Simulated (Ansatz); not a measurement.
# C2H8N2 (1,1-dimethylhydrazine): B3LYP/6-31G(d) (spherical functions)

What is the vertical ionisation energy of C2H8N2 (1,1-dimethylhydrazine) at B3LYP/6-31G* (spherical functions)? 

Program for the calculation: Ansatz 0.2.0.

13 further runs of the same task are left out: 13 set aside as unsound or not needed.

## 1. Starting point

C2H8N2 has 12 atoms, charge 0, and is taken as a singlet. As SMILES, `CN(C)N`. The shape is that of a PBE0-D4/def2-TZVP optimisation. This is one conformer, not always the lowest.

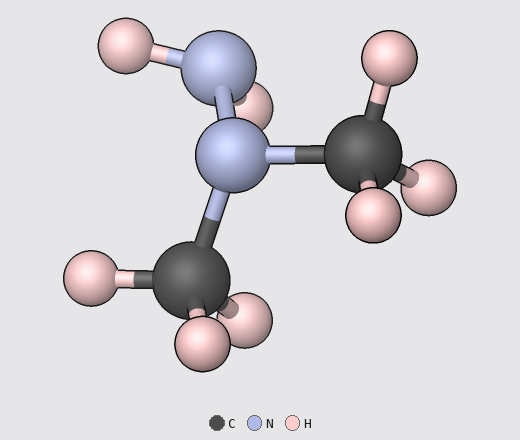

Viewed from a chosen angle; carbon dark grey, nitrogen light blue, hydrogen pink.

## 2. A single-point energy at B3LYP/6-31G(d) (spherical functions)

Contents of in.yaml:

```yaml
crystal:
  periodic: [false, false, false]
  atoms:
    - {symbol: C, position_ang: [-0.952780, -0.799160, -0.047750]}
    - {symbol: "N", position_ang: [-0.054320, 0.204910, 0.471800]}
    - {symbol: C, position_ang: [1.328950, -0.161040, 0.285210]}
    - {symbol: N, position_ang: [-0.273210, 1.476640, -0.098810]}
    - {symbol: H, position_ang: [-0.758940, -1.759430, 0.435710]}
    - {symbol: H, position_ang: [-0.844930, -0.935230, -1.140790]}
    - {symbol: H, position_ang: [-1.986150, -0.514420, 0.161870]}
    - {symbol: H, position_ang: [1.527520, -1.105400, 0.796580]}
    - {symbol: H, position_ang: [1.963760, 0.615630, 0.709740]}
    - {symbol: H, position_ang: [1.595880, -0.285320, -0.780290]}
    - {symbol: H, position_ang: [-0.434210, 1.395340, -1.106410]}
    - {symbol: H, position_ang: [-1.111540, 1.867480, 0.313130]}
basis:
  gaussian: {orbitals: 6-31G_st_-spherical.json}
hamiltonian: {xc: {name: B3LYP}}
accuracy: high
output: {orbitals: {seedname: orbitals}}
```

The basis set 6-31G* is read from a file made from the Basis Set Exchange's data (not shown).

Run with:

```sh
$ ansatz run in.yaml --threads 1 --pin off --max-ram 2610MiB --events-out events.jsonl --progress --plain --runs-dir runs
```

Standard output:

```text
Warning: RAYON_NUM_THREADS=1 ignored (pool sized by the plan → 1); use --threads N
Functional definition: B3LYP
  name "B3LYP"
  parameter a0 = 0.2
  parameter ax = 0.72
  parameter ac = 0.81
  exchange = (1 - a0 - ax)*slater_x + ax*b88_x + a0*exact_x
  correlation = (1 - ac)*vwn_rpa_c + ac*lyp_c
1855 factors; integrals over basis functions are off by at most 3.3e-9 eV
mean field evaluation 1: about -5175.8022 eV, gradient 5.5e1 eV
mean field evaluation 2: about -5171.9791 eV, gradient 6.8e1 eV
mean field evaluation 4: about -5182.8730 eV, gradient 2.6e0 eV
mean field evaluation 8: about -5183.1720 eV, gradient 1.6e-1 eV
mean field evaluation 16: about -5183.1721 eV, gradient 7.5e-5 eV
mean field -5183.17210811 eV, -190.4780616930 hartree, gradient 1.9e-8 eV, S^2 0.000000; 0 other end points of the search recorded, 0 dependent functions left out
reference -5183.17214217 eV, -190.4780629444 hartree; 17, 17 occupied and 55, 55 virtual orbitals, 1855 factors
Total energy: -5183.17214217 eV, -190.4780629444 hartree
```

It took 7.5 s on 1 thread of Arm Neoverse V1, shared host; peak memory 0.23 GiB.

## 3. The doublet cation at the same level

Contents of input.yaml:

```yaml
crystal:
  periodic: [false, false, false]
  atoms:
    - {symbol: C, position_ang: [-0.952780, -0.799160, -0.047750]}
    - {symbol: N, position_ang: [-0.054320, 0.204910, 0.471800]}
    - {symbol: C, position_ang: [1.328950, -0.161040, 0.285210]}
    - {symbol: N, position_ang: [-0.273210, 1.476640, -0.098810]}
    - {symbol: H, position_ang: [-0.758940, -1.759430, 0.435710]}
    - {symbol: H, position_ang: [-0.844930, -0.935230, -1.140790]}
    - {symbol: H, position_ang: [-1.986150, -0.514420, 0.161870]}
    - {symbol: H, position_ang: [1.527520, -1.105400, 0.796580]}
    - {symbol: H, position_ang: [1.963760, 0.615630, 0.709740]}
    - {symbol: H, position_ang: [1.595880, -0.285320, -0.780290]}
    - {symbol: H, position_ang: [-0.434210, 1.395340, -1.106410]}
    - {symbol: H, position_ang: [-1.111540, 1.867480, 0.313130]}
basis:
  gaussian:
    orbitals: 6-31G_st_-spherical.json
total_charge: 1
magnetization:
  spin_polarized: true
  initial_magnetization: 1
hamiltonian:
  xc: {name: B3LYP}
accuracy: high
output:
  orbitals: {seedname: orbitals}
```

The basis set 6-31G* is read from a file made from the Basis Set Exchange's data (not shown).

Run with:

```sh
$ ansatz run input.yaml --threads 1 --pin off --max-ram 2610MiB --events-out events.jsonl --progress --plain --runs-dir runs
```

Standard output, cut to the lines that bear on the results:

```text
Warning: RAYON_NUM_THREADS=1 ignored (pool sized by the plan → 1); use --threads N
[... 7 set-up lines as earlier in the session ...]
1855 factors; integrals over basis functions are off by at most 3.3e-9 eV
mean field evaluation 1: about -5163.4789 eV, gradient 4.9e1 eV
mean field evaluation 2: about -5156.3995 eV, gradient 6.1e1 eV
mean field evaluation 4: about -5174.3391 eV, gradient 2.6e0 eV
mean field evaluation 8: about -5174.6598 eV, gradient 8.6e-1 eV
mean field evaluation 16: about -5174.6657 eV, gradient 3.2e-3 eV
mean field evaluation 32: about -5174.5187 eV, gradient 3.1e0 eV
mean field -5174.66571888 eV, -190.1654576546 hartree, gradient 8.6e-8 eV, S^2 0.753592; 2 other end points of the search recorded, 0 dependent functions left out
reference -5174.66575116 eV, -190.1654588408 hartree; 17, 16 occupied and 55, 56 virtual orbitals, 1855 factors
Total energy: -5174.66575116 eV, -190.1654588408 hartree
```

It took 14 s on 1 thread of Arm Neoverse V1, shared host; peak memory 0.33 GiB.

## 4. What came out

Level: B3LYP/6-31G* (spherical functions).

```
                                          quantity          value
                      singlet C2H8N2: total energy  -190.47806 Eh
                       singlet C2H8N2: HOMO energy       -5.86 eV
                       singlet C2H8N2: LUMO energy        2.06 eV
                     singlet C2H8N2: HOMO–LUMO gap        7.92 eV
                      doublet cation: total energy  -190.16546 Eh
doublet cation: HOMO energy (highest over α and β)      -13.49 eV
 doublet cation: LUMO energy (lowest over α and β)      -11.12 eV
                              doublet cation: ⟨S²⟩          0.754
vertical ionisation energy (to the doublet cation)       8.506 eV
```

In words: Removing an electron at fixed nuclei costs 8.51 eV (196 kcal/mol). −ε(HOMO) before ionisation, 5.86 eV, is 2.65 eV below this ionisation energy.
